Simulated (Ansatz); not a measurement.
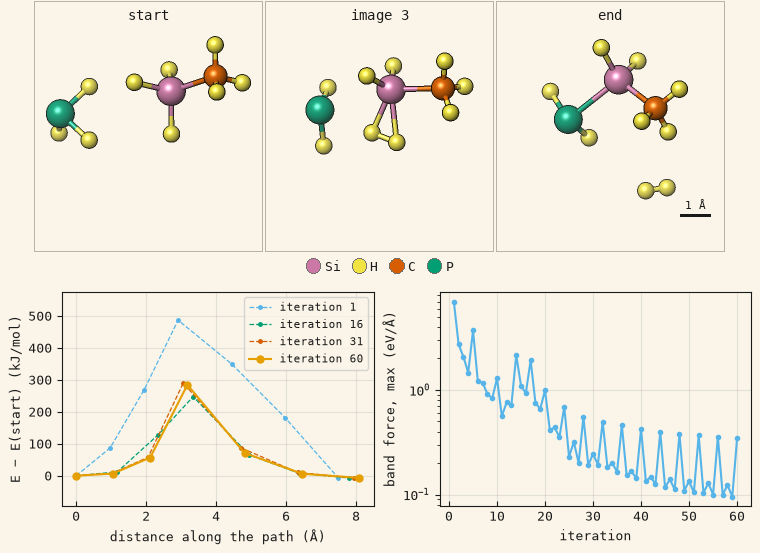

A nudged-elastic-band calculation for CH9PSi, made up at the start of CH₆Si and PH3. Images are numbered from 0 (start) to 6 (end). The plot follows the band through its iterations. A ball-and-stick model, seen at a tilt.

These are results of RKS PBE-D4/6-31G* (Ansatz), not measurements. Set-up: 5 movable images; climbing image; force threshold 0.05 eV/Å; iteration limit 60; optimiser L-BFGS; largest step 0.5 Å; starting path through a guess of the saddle point.

Question: Did the band converge, and can the barrier be trusted?

Answer: The result isn't final. The band hadn't converged when the run stopped after 60 iterations. The largest component of the band force went from 7 to 0.34 eV/Å. The barrier read from it is provisional, though the highest image hardly moved in the last two iterations. The step length is far from the usual. The first iteration put the highest image at 486.9 kJ/mol. Forward barrier 284.4 kJ/mol, backward barrier 291.3 kJ/mol, with image 3 at the top; the reaction energy is −6.9 kJ/mol.

Limits of the set-up: the start holds two separate molecules, 2.9 Å apart at their closest, whose relative position is a soft coordinate.
